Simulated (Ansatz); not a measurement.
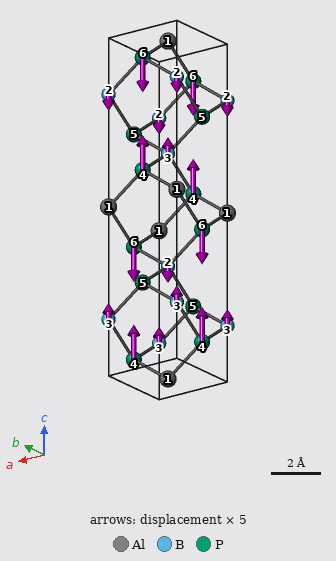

A relaxation of a crystal of AlB2P3 (a generated structure, set up in I-4m2) (coarse preliminary run). The starting structure is drawn; purple arrows show the displacements (the part carried along by the change of the cell is left out), magnified 5 times.

A ball-and-stick model of the conventional cell (2 times the calculation's cell), seen from a free direction. Lengths and directions refer to the drawn axes.

The calculation used DFT PBE, scalar-relativistic, plane waves, PAW in Ansatz 0.2.0. (plane-wave cutoff 420 eV; k-point mesh 8 × 8 × 8; occupations gaussian; smearing width 0.1 eV; no spin polarisation; cell and atoms relaxed; force threshold 0.04 eV/Å; at most 70 steps)

Q: Atoms of which element are displaced furthest, and by how much?

A: Phosphorus: up to 0.31 Å, against 0.15 Å for boron.

Q: What happened in the run?

A: The largest moves relative to the cell, 0.31 Å, are those of P4 and P6. P4 goes along +c. Largest moves by element: P 0.31 Å, B 0.15 Å. Al stays in place. The volume changes by −4.6 %, with a = b 3.503 → 3.396 Å (−3.1 %), c 14.860 → 15.080 Å (+1.5 %). Some distances before and after: Al1–P4 2.145 → 2.309 Å, B2–P6 2.145 → 2.020 Å, B2–P5 2.145 → 2.028 Å. Bond angles that change, for instance: Al1–P4–Al1 109.5° → 94.7°, P4–Al1–P4 109.5° → 94.7°, P4–Al1–P6 109.5° → 117.3°. The space group stays I-4m2 (No. 119). Over 4 accepted moves (5 points after the start) the energy falls by 266 meV per atom. Largest force component: 4.9 eV/Å at the start, 0.0094 eV/Å at the end. The pressure goes from 0.95 to −0.02 GPa. The SCF was repeated once at an unchanged geometry on a basis and grid sized afresh for the cell, which shifted the energy by 0.2 meV per atom at most. The run took 31 s on 1 thread of AMD EPYC 9R45 96-Core Processor (Zen 5), on a shared host, peak memory 0.43 GiB.
